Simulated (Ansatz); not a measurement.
**Run report: Si₅₀H₅₂, geometry relaxation (part 1 of 4)**

Si₅₀H₅₂ (Si50H52 off sphere), computed with RKS PBE-D4/def2-SVP (Ansatz 0.2.0).

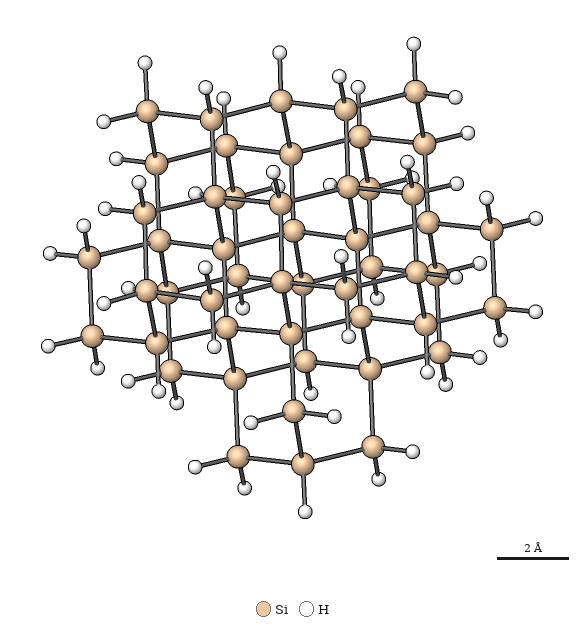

Figure 1. The starting structure (ball-and-stick view, seen at a tilt). Bond lengths as drawn: H–Si 1.40 to 1.48 Å and Si–Si 2.29 to 2.39 Å.

## Summary

| quantity | value |
| --- | --- |
| outcome | converged |
| total energy | −394434.3806 eV |
| mean-field energy | −394423.9113 eV |
| dispersion energy | −10.4693 eV |
| HOMO | −5.82 eV |
| LUMO | −2.62 eV |
| largest force (length of the vector) at the end | 0.042 eV/Å |
| dipole moment | 0.07 D |
| hardware | 11 CPU threads, shared host |
| wall time | 60 s (CPU time 3.5 min) |
| peak memory | 2.1 GiB |

## Input
```yaml
crystal:
  periodic: [false, false, false]
  atoms:
    - {symbol: Si, position_ang: [-4.454100, -3.674900, 0.098100]}
    - {symbol: Si, position_ang: [-4.478800, -0.958100, -2.615600]}
    - {symbol: Si, position_ang: [-4.467300, -0.963000, 2.814100]}
    - {symbol: Si, position_ang: [-4.454900, 1.744200, 0.101400]}
    - {symbol: Si, position_ang: [-1.754800, -3.689700, -2.629600]}
    - {symbol: Si, position_ang: [-1.734800, -3.686600, 2.804300]}
    - {symbol: Si, position_ang: [0.960000, -3.691100, 0.093300]}
    - {symbol: Si, position_ang: [-1.747900, -0.952300, -5.322700]}
    - {symbol: Si, position_ang: [-1.784400, 1.715400, -2.624900]}
    - {symbol: Si, position_ang: [0.965400, -0.968500, -2.619100]}
    - {symbol: Si, position_ang: [1.003500, 1.727100, -5.343500]}
    - {symbol: Si, position_ang: [-1.713100, -0.962000, 0.103100]}
    - {symbol: Si, position_ang: [-1.751500, 1.719100, 2.811200]}
    - {symbol: Si, position_ang: [0.973400, -0.990100, 2.798400]}
    - {symbol: Si, position_ang: [0.970600, 1.729600, 0.091700]}
    - {symbol: Si, position_ang: [-1.742300, -0.971200, 5.516600]}
    - {symbol: Si, position_ang: [0.980600, 1.757100, 5.529000]}
    - {symbol: Si, position_ang: [0.959400, 4.470300, -2.629800]}
    - {symbol: Si, position_ang: [-1.730600, 4.443200, 0.106900]}
    - {symbol: Si, position_ang: [0.971400, 4.440500, 2.804000]}
    - {symbol: Si, position_ang: [3.688000, -3.683100, -2.637100]}
    - {symbol: Si, position_ang: [3.670600, 1.746800, -2.629300]}
    - {symbol: Si, position_ang: [3.690800, -0.960300, 0.068400]}
    - {symbol: Si, position_ang: [3.691000, 1.762100, 2.804200]}
    - {symbol: Si, position_ang: [3.675100, 4.470600, 0.097000]}
    - {symbol: Si, position_ang: [-3.088100, -5.050200, -1.286800]}
    - {symbol: Si, position_ang: [-3.103200, -2.336200, -3.968400]}
    - {symbol: Si, position_ang: [-3.098600, -2.353900, 1.433000]}
    - {symbol: Si, position_ang: [-3.088300, 0.396200, -1.274200]}
    - {symbol: Si, position_ang: [-5.817000, 0.392700, 1.458000]}
    - {symbol: Si, position_ang: [-3.088400, 0.389900, 4.165000]}
    - {symbol: Si, position_ang: [-3.105400, 3.117400, 1.417200]}
    - {symbol: Si, position_ang: [-0.388100, -2.329000, -1.286000]}
    - {symbol: Si, position_ang: [2.334500, -5.054700, -1.251600]}
    - {symbol: Si, position_ang: [2.327600, -2.319400, -3.961800]}
    - {symbol: Si, position_ang: [-0.380300, -5.058100, 1.428200]}
    - {symbol: Si, position_ang: [-0.359700, -2.331100, 4.156100]}
    - {symbol: Si, position_ang: [2.331600, -2.332300, 1.463700]}
    - {symbol: Si, position_ang: [-0.385500, 0.386200, -3.990800]}
    - {symbol: Si, position_ang: [-0.379000, 3.086000, -1.254600]}
    - {symbol: Si, position_ang: [2.352300, 0.363200, -1.301600]}
    - {symbol: Si, position_ang: [2.338700, 3.139700, -3.995100]}
    - {symbol: Si, position_ang: [-0.404800, 0.394900, 1.438300]}
    - {symbol: Si, position_ang: [-0.393600, 3.096300, 4.174400]}
    - {symbol: Si, position_ang: [2.323400, 0.390200, 4.163800]}
    - {symbol: Si, position_ang: [2.316800, 3.096700, 1.436700]}
    - {symbol: Si, position_ang: [-0.385900, 5.800200, 1.434500]}
    - {symbol: Si, position_ang: [5.066800, -2.330300, -1.265400]}
    - {symbol: Si, position_ang: [5.052600, 3.095200, -1.268000]}
    - {symbol: Si, position_ang: [5.051400, 0.390300, 1.433500]}
    - {symbol: H, position_ang: [-5.283900, -2.858900, -0.759800]}
    - {symbol: H, position_ang: [-5.309900, -4.530200, 0.954700]}
    - {symbol: H, position_ang: [-5.314100, -1.806500, -1.817200]}
    - {symbol: H, position_ang: [-5.296500, -0.121100, -3.463000]}
    - {symbol: H, position_ang: [-5.305900, -1.805400, 3.656300]}
    - {symbol: H, position_ang: [-5.286500, 2.610500, -0.740800]}
    - {symbol: H, position_ang: [-0.915500, -4.526300, -3.460600]}
    - {symbol: H, position_ang: [-2.579300, -4.524800, 3.648400]}
    - {symbol: H, position_ang: [-2.606000, -0.122100, -6.183600]}
    - {symbol: H, position_ang: [-0.924200, -1.799300, -6.155200]}
    - {symbol: H, position_ang: [-2.573500, 2.583400, -3.473500]}
    - {symbol: H, position_ang: [0.177600, 2.594100, -6.192100]}
    - {symbol: H, position_ang: [1.797200, 0.907900, -6.198300]}
    - {symbol: H, position_ang: [-2.578400, -1.815800, 6.379700]}
    - {symbol: H, position_ang: [-0.892200, -0.175200, 6.362000]}
    - {symbol: H, position_ang: [0.110300, 0.923300, 6.363900]}
    - {symbol: H, position_ang: [1.817100, 2.565000, 6.388800]}
    - {symbol: H, position_ang: [0.164900, 5.280500, -3.453900]}
    - {symbol: H, position_ang: [1.798800, 5.296100, -1.804100]}
    - {symbol: H, position_ang: [-2.552900, 5.281900, -0.748400]}
    - {symbol: H, position_ang: [1.816400, 5.286700, 3.642200]}
    - {symbol: H, position_ang: [4.515900, -4.526400, -3.477000]}
    - {symbol: H, position_ang: [4.517800, 0.903500, -3.464500]}
    - {symbol: H, position_ang: [4.525200, 2.576500, 3.657100]}
    - {symbol: H, position_ang: [2.845200, 5.294400, -0.754000]}
    - {symbol: H, position_ang: [4.516500, 5.277500, 0.938100]}
    - {symbol: H, position_ang: [-3.955800, -5.893300, -2.096300]}
    - {symbol: H, position_ang: [-2.258300, -5.888100, -0.457700]}
    - {symbol: H, position_ang: [-3.932400, -3.162700, -4.838400]}
    - {symbol: H, position_ang: [-6.642600, -0.461600, 0.596900]}
    - {symbol: H, position_ang: [-6.652700, 1.220500, 2.291100]}
    - {symbol: H, position_ang: [-3.962800, 1.250400, 4.994500]}
    - {symbol: H, position_ang: [-3.961800, 3.948000, 2.282800]}
    - {symbol: H, position_ang: [1.497200, -5.887200, -2.102600]}
    - {symbol: H, position_ang: [3.170300, -5.893300, -0.417200]}
    - {symbol: H, position_ang: [1.485300, -3.179700, -4.816100]}
    - {symbol: H, position_ang: [3.173300, -1.495800, -4.830200]}
    - {symbol: H, position_ang: [-1.213900, -5.908500, 0.598300]}
    - {symbol: H, position_ang: [0.451700, -5.902500, 2.288500]}
    - {symbol: H, position_ang: [0.450300, -3.153100, 4.989900]}
    - {symbol: H, position_ang: [3.157200, -3.161600, 2.251200]}
    - {symbol: H, position_ang: [3.213100, 3.928200, -4.828200]}
    - {symbol: H, position_ang: [-1.210300, 3.938100, 4.976900]}
    - {symbol: H, position_ang: [3.176000, -0.438300, 4.996800]}
    - {symbol: H, position_ang: [-1.227400, 6.661500, 2.274500]}
    - {symbol: H, position_ang: [0.457700, 6.657200, 0.603600]}
    - {symbol: H, position_ang: [5.861200, -3.170000, -0.440500]}
    - {symbol: H, position_ang: [5.897200, -1.490200, -2.090000]}
    - {symbol: H, position_ang: [5.884200, 2.268300, -0.439200]}
    - {symbol: H, position_ang: [5.892200, 3.965500, -2.106400]}
    - {symbol: H, position_ang: [5.873200, -0.453500, 2.280900]}
    - {symbol: H, position_ang: [5.871600, 1.225300, 0.609400]}
basis:
  gaussian: {orbitals: def2-SVP, fitting: {mean_field: def2-universal-jkfit}}
hamiltonian: {xc: pbe, dispersion: d4}
scf: {lower_state_search: "off"}
output: {orbitals: {seedname: orbitals}}
relax: {f_tol: 0.03, max_steps: 70}
```

Launch command:
```bash
ansatz run in.yaml --threads 11 --pin off --events-out ev --progress --plain --max-ram 174080MiB --backend cuda --devices 0, --max-vram 75GiB
```

## Log
```
Functional definition: PBE
  name "PBE"
  cite "Perdew, Burke & Ernzerhof, Phys. Rev. Lett. 77, 3865 (1996) doi:10.1103/PhysRevLett.77.3865"
  parent pbe
  parameter kappa = 0.804
  parameter beta = 0.06672455060314922
  exchange = pbe_x(kappa = kappa, mu = beta*pi^2/3)
  correlation = pbe_c(beta = beta)
these checks for a lower state are left out or cut short: stability, starts, cluster_reference, orbital_swaps, neighbouring_geometries, increment
7336 factors; integrals over basis functions are off by at most 2.9e-1 eV
mean field evaluation 1: about -394409.2675 eV, gradient 5.0e1 eV
mean field evaluation 2: about -394408.4227 eV, gradient 6.1e1 eV
mean field evaluation 4: about -394420.2093 eV, gradient 8.7e0 eV
mean field evaluation 8: about -394420.5147 eV, gradient 1.8e0 eV
mean field evaluation 16: about -394420.5276 eV, gradient 3.8e-3 eV
mean field -394420.52760099 eV, -14494.6870415006 hartree, gradient 2.9e-6 eV, S^2 0.000000; 0 other end points of the search recorded, 0 dependent functions left out
the calculation of the forces begins
reference -394420.52772216 eV, -14494.6870459536 hartree; 376, 376 occupied and 784, 784 virtual orbitals, 7336 factors
relax step   1: F+E_penalty+E_count = -394431.16463282 eV  Δ(F+E_penalty+E_count) = +0.000e0 eV  max|allowed force component| = 2.067e0 eV/Å  Δτ_max = 0.0000 Å  (23 SCF iters, accepted)
these checks for a lower state are left out or cut short: stability, starts, cluster_reference, orbital_swaps, neighbouring_geometries, increment
7336 factors; integrals over basis functions are off by at most 3.1e-1 eV
mean field evaluation 32: about -394423.1022 eV, gradient 2.7e-6 eV
mean field -394423.10223479 eV, -14494.7816575476 hartree, gradient 9.9e-6 eV, S^2 0.000000; 0 other end points of the search recorded, 0 dependent functions left out
the calculation of the forces begins
reference -394423.10235730 eV, -14494.7816620497 hartree; 376, 376 occupied and 784, 784 virtual orbitals, 7336 factors
relax step   2: F+E_penalty+E_count = -394433.63725873 eV  Δ(F+E_penalty+E_count) = -2.473e0 eV  max|allowed force component| = 7.258e-1 eV/Å  Δτ_max = 0.1959 Å  (22 SCF iters, accepted)
these checks for a lower state are left out or cut short: stability, starts, cluster_reference, orbital_swaps, neighbouring_geometries, increment
7336 factors; integrals over basis functions are off by at most 3.1e-1 eV
mean field -394423.74833475 eV, -14494.8054012831 hartree, gradient 3.4e-6 eV, S^2 0.000000; 0 other end points of the search recorded, 0 dependent functions left out
the calculation of the forces begins
reference -394423.74845828 eV, -14494.8054058227 hartree; 376, 376 occupied and 784, 784 virtual orbitals, 7336 factors
relax step   3: F+E_penalty+E_count = -394434.22401824 eV  Δ(F+E_penalty+E_count) = -5.868e-1 eV  max|allowed force component| = 3.033e-1 eV/Å  Δτ_max = 0.2000 Å  (21 SCF iters, accepted)
these checks for a lower state are left out or cut short: stability, starts, cluster_reference, orbital_swaps, neighbouring_geometries, increment
7336 factors; integrals over basis functions are off by at most 3.1e-1 eV
mean field -394423.88843911 eV, -14494.8105500234 hartree, gradient 2.3e-6 eV, S^2 0.000000; 0 other end points of the search recorded, 0 dependent functions left out
the calculation of the forces begins
reference -394423.88856323 eV, -14494.8105545847 hartree; 376, 376 occupied and 784, 784 virtual orbitals, 7336 factors
relax step   4: F+E_penalty+E_count = -394434.37407316 eV  Δ(F+E_penalty+E_count) = -1.501e-1 eV  max|allowed force component| = 4.333e-2 eV/Å  Δτ_max = 0.1498 Å  (22 SCF iters, accepted)
these checks for a lower state are left out or cut short: stability, starts, cluster_reference, orbital_swaps, neighbouring_geometries, increment
7336 factors; integrals over basis functions are off by at most 3.1e-1 eV
mean field -394423.91116777 eV, -14494.8113852863 hartree, gradient 3.2e-6 eV, S^2 0.000000; 0 other end points of the search recorded, 0 dependent functions left out
the calculation of the forces begins
reference -394423.91129208 eV, -14494.8113898546 hartree; 376, 376 occupied and 784, 784 virtual orbitals, 7336 factors
relax step   5: F+E_penalty+E_count = -394434.38045495 eV  Δ(F+E_penalty+E_count) = -6.382e-3 eV  max|allowed force component| = 2.955e-2 eV/Å  Δτ_max = 0.0428 Å  (22 SCF iters, accepted)
```

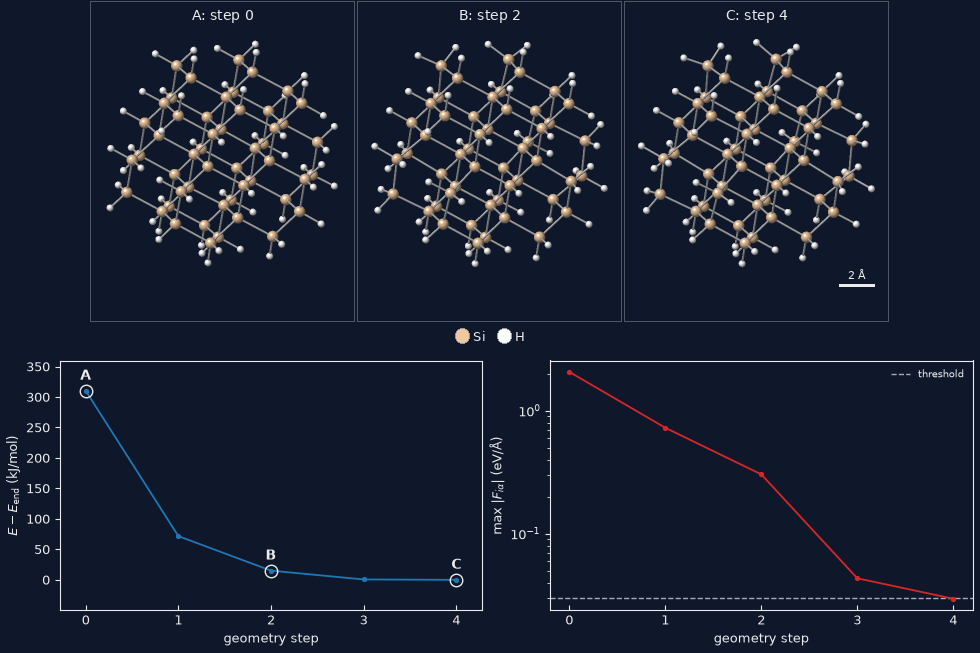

Figure 2. Frames of the relaxation (ball-and-stick view, seen at a tilt) above the curves, on which the letters mark them (the first geometry is step 0 here and step 1 in the log).

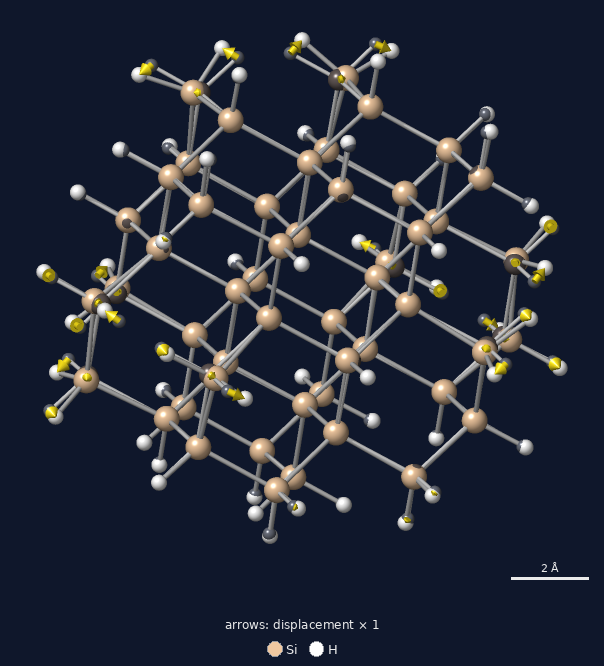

Figure 3. Start (faint) and end (solid) with the displacements as yellow arrows, at true length (ball-and-stick view, seen at a tilt). The two geometries are laid on each other by the best rigid fit. The largest moves after the best rigid fit, 0.49 Å, are those of H51, H68 and H99. Largest moves by element: H 0.49 Å, Si 0.21 Å. Among the contacts that change: Si18–H68 1.402 → 1.511 Å, Si38–H91 1.410 → 1.513 Å, Si37–H90 1.424 → 1.512 Å, Si11–H63 1.425 → 1.509 Å. Among the angles that change: Si9–Si40–Si18 109.5° → 105.1°, Si1–Si28–Si6 110.7° → 106.3°, Si2–Si29–Si9 109.3° → 105.2°. Over 4 geometry steps the energy falls by 310.3 kJ/mol. The largest force component goes from 2.1 to 0.03 eV/Å. (Atoms are counted from 1 in the order of the input.)

```
Total energy: -394434.38057926 eV, -14495.1961290620 hartree
Atom 0 at    -4.437509    -3.828802     0.229751 Å, force    -0.028801     0.024041    -0.018522 eV/Å
Atom 1 at    -4.446403    -0.827875    -2.766978 Å, force    -0.021885    -0.016411     0.016231 eV/Å
Atom 2 at    -4.455807    -0.989323     2.790692 Å, force    -0.003620    -0.001052     0.001920 eV/Å
Atom 3 at    -4.459999     1.742311     0.106118 Å, force    -0.001537     0.001649    -0.003807 eV/Å
Atom 4 at    -1.771645    -3.666108    -2.629817 Å, force    -0.004576     0.006458    -0.006055 eV/Å
Atom 5 at    -1.714972    -3.703717     2.830319 Å, force     0.010160     0.009921     0.010902 eV/Å
Atom 6 at     0.965142    -3.693391     0.099882 Å, force     0.003533    -0.000392     0.005631 eV/Å
Atom 7 at    -1.713672    -0.972920    -5.360976 Å, force    -0.004304    -0.005624     0.001034 eV/Å
Atom 8 at    -1.734098     1.736016    -2.603145 Å, force     0.002754    -0.000268     0.006814 eV/Å
Atom 9 at     0.968371    -0.968074    -2.605594 Å, force     0.004124    -0.005089    -0.002982 eV/Å
Atom 10 at     0.977613     1.713611    -5.360877 Å, force     0.005294     0.004239     0.001031 eV/Å
Atom 11 at    -1.750980    -0.980333     0.091220 Å, force     0.000928    -0.006051    -0.006431 eV/Å
Atom 12 at    -1.728549     1.730342     2.821302 Å, force     0.001184    -0.001536    -0.001896 eV/Å
Atom 13 at     0.958428    -0.958176     2.825608 Å, force    -0.003706     0.005488    -0.002271 eV/Å
Atom 14 at     0.981830     1.750536     0.091579 Å, force     0.004424    -0.001712    -0.006299 eV/Å
Atom 15 at    -1.893828    -1.101340     5.539164 Å, force     0.018187     0.021086     0.024013 eV/Å
Atom 16 at     1.097761     1.891551     5.539715 Å, force    -0.020345    -0.020187     0.025113 eV/Å
Atom 17 at     0.828978     4.445961    -2.769256 Å, force     0.013465     0.020792     0.012157 eV/Å
Atom 18 at    -1.738656     4.461452     0.106088 Å, force    -0.002343     0.002512    -0.004065 eV/Å
Atom 19 at     0.992434     4.456866     2.790350 Å, force     0.000880     0.003435     0.001470 eV/Å
Atom 20 at     3.683699    -3.683661    -2.648500 Å, force    -0.000698     0.002547    -0.000867 eV/Å
Atom 21 at     3.668253     1.769497    -2.628328 Å, force    -0.006050     0.005074    -0.007257 eV/Å
Atom 22 at     3.694118    -0.966269     0.100900 Å, force    -0.000473    -0.002359     0.006569 eV/Å
Atom 23 at     3.704452     1.714824     2.831528 Å, force    -0.007752    -0.011781     0.010318 eV/Å
Atom 24 at     3.828092     4.436320     0.227219 Å, force    -0.021578     0.029545    -0.018151 eV/Å
Atom 25 at    -3.250947    -5.035845    -1.412395 Å, force     0.018543    -0.029226     0.009805 eV/Å
Atom 26 at    -3.104339    -2.307081    -4.016174 Å, force     0.010076     0.008312    -0.012835 eV/Å
Atom 27 at    -3.075034    -2.356909     1.459532 Å, force     0.004795    -0.003154     0.008106 eV/Å
Atom 28 at    -3.108113     0.383507    -1.258593 Å, force     0.000431     0.006952    -0.004890 eV/Å
Atom 29 at    -5.827193     0.349358     1.422603 Å, force     0.001729    -0.005861    -0.004109 eV/Å
Atom 30 at    -3.108556     0.373876     4.163217 Å, force    -0.006510    -0.003450    -0.001877 eV/Å
Atom 31 at    -3.090749     3.093238     1.467834 Å, force     0.000363     0.000102     0.008219 eV/Å
Atom 32 at    -0.394884    -2.338890    -1.257558 Å, force    -0.004211     0.004711     0.002327 eV/Å
Atom 33 at     2.324995    -5.032267    -1.276172 Å, force     0.004733    -0.001474    -0.000074 eV/Å
Atom 34 at     2.313961    -2.314606    -3.985407 Å, force    -0.001151     0.000311    -0.000897 eV/Å
Atom 35 at    -0.246716    -5.056044     1.585972 Å, force    -0.018599    -0.024207    -0.015068 eV/Å
Atom 36 at    -0.391267    -2.317064     4.194569 Å, force    -0.009892    -0.012877    -0.001875 eV/Å
Atom 37 at     2.312586    -2.313273     1.448403 Å, force     0.001606    -0.001829    -0.002884 eV/Å
Atom 38 at    -0.383174     0.385383    -3.975588 Å, force    -0.001808     0.000627    -0.002225 eV/Å
Atom 39 at    -0.380498     3.108836    -1.258295 Å, force    -0.007781    -0.001132    -0.005539 eV/Å
Atom 40 at     2.339754     0.393649    -1.256763 Å, force    -0.003690     0.004245     0.002699 eV/Å
Atom 41 at     2.311389     3.103940    -4.015149 Å, force    -0.008038    -0.009463    -0.010866 eV/Å
Atom 42 at    -0.385421     0.385785     1.442199 Å, force    -0.001773     0.002830     0.009320 eV/Å
Atom 43 at    -0.372180     3.110983     4.162554 Å, force     0.003083     0.005791    -0.001473 eV/Å
Atom 44 at     2.316907     0.391579     4.195343 Å, force     0.011661     0.010244    -0.004572 eV/Å
Atom 45 at     2.358519     3.074277     1.459662 Å, force     0.002116    -0.004538     0.009077 eV/Å
Atom 46 at    -0.345186     5.828921     1.421794 Å, force     0.005831    -0.001911    -0.004146 eV/Å
Atom 47 at     5.032701    -2.325851    -1.275479 Å, force     0.002202    -0.007009    -0.000138 eV/Å
Atom 48 at     5.038830     3.246463    -1.409469 Å, force     0.028289    -0.018081     0.010079 eV/Å
Atom 49 at     5.056046     0.243575     1.589596 Å, force     0.022845     0.017334    -0.014121 eV/Å
Atom 50 at    -5.561466    -3.072361    -0.430021 Å, force     0.003285    -0.003587     0.007561 eV/Å
Atom 51 at    -5.057888    -4.797259     1.208188 Å, force     0.012588    -0.007497     0.005525 eV/Å
Atom 52 at    -5.569899    -1.550247    -2.070155 Å, force     0.006891     0.000901    -0.002074 eV/Å
Atom 53 at    -5.065326     0.173561    -3.713680 Å, force     0.010214     0.003822    -0.001629 eV/Å
Atom 54 at    -5.309540    -1.876115     3.669583 Å, force     0.000098     0.000302     0.002061 eV/Å
Atom 55 at    -5.309142     2.622258    -0.783793 Å, force     0.001405     0.000496     0.000512 eV/Å
Atom 56 at    -0.895285    -4.532363    -3.506241 Å, force    -0.005405     0.000009    -0.001884 eV/Å
Atom 57 at    -2.620243    -4.549183     3.698370 Å, force    -0.000204    -0.000004     0.000149 eV/Å
Atom 58 at    -2.545010    -0.087590    -6.257658 Å, force     0.004557     0.001099    -0.002309 eV/Å
Atom 59 at    -0.826734    -1.829080    -6.230886 Å, force     0.004439     0.001681     0.001000 eV/Å
```
